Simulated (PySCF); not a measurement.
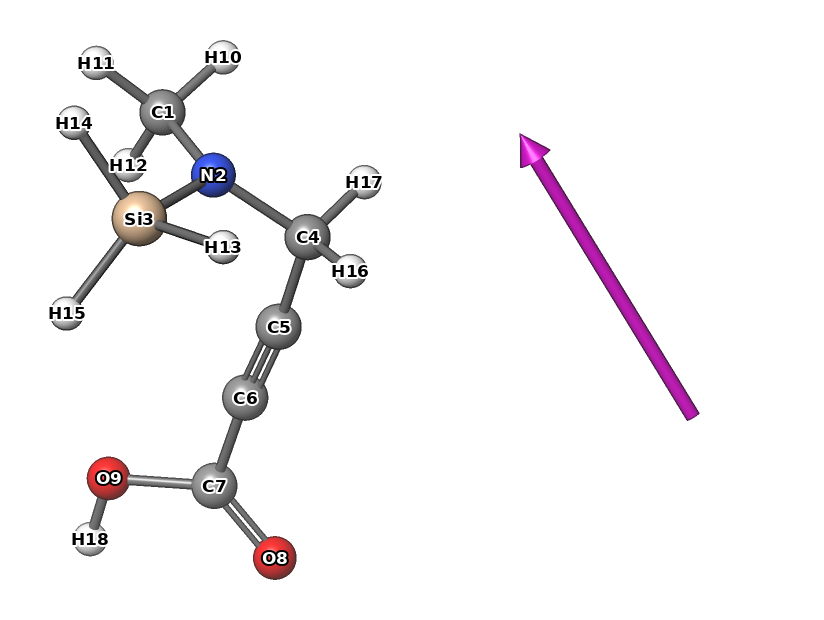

The arrow beside the molecule shows the direction of the dipole moment, from the negative to the positive end (its length means nothing). Computed geometry: GFN2-xTB optimisation. No frequency run is at hand to confirm it as a minimum. Method: PBE0/pcSseg-1, gas phase (PySCF 2.14.0).

**How large is the dipole moment?**

2.26 D; it points from the side of O8 to the side of H11, H14 (the outermost atoms at the two ends).

The geometry is semi-empirical. Around Si such bond lengths and angles can be off by a tenth of an ångström or more and by several degrees, and values that hang on the shape move with them.
